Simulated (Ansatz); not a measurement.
System: ZrO (ZrO).

The calculation's input:

```
crystal:
  periodic: [false, false, false]
  atoms:
    - symbol: O
      position_ang: [0.000000, 0.000000, 0.000000]
    - symbol: Zr
      position_ang: [0.000000, 0.000000, 1.711600]
basis:
  gaussian:
    orbitals: def2-SVP
hamiltonian:
  xc: hf
accuracy: high
output: {forces: true, orbitals: {seedname: orbitals}}
```

Launched as:

```sh
ansatz run job.yaml --threads 1 --pin off --max-ram 2610MiB --events-out events.jsonl --progress --plain --runs-dir runs
```

Geometry: measured bond length; core potentials replace the inner electrons of Zr.

Level of theory: isolated molecule in a Gaussian basis; Hartree-Fock in Ansatz 0.2.0.

Question: What will maps of the electron density and electron localisation function show?

Answer: Zr–O (1.71 Å): ρ is about 1.7 e/Å³ halfway; the ELF peaks at about 0.85 in the valence shell of O, 0.5 Å from its nucleus, and drops to about 0.40 between the two atoms.

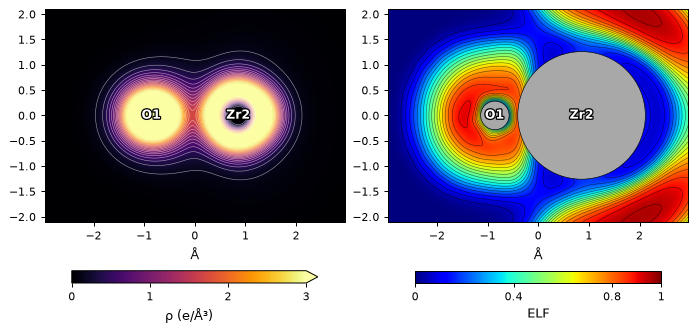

Computed electron density and electron localisation function on a plane that holds the molecular axis, in this order. Grey discs cover the atomic cores in the ELF map. 
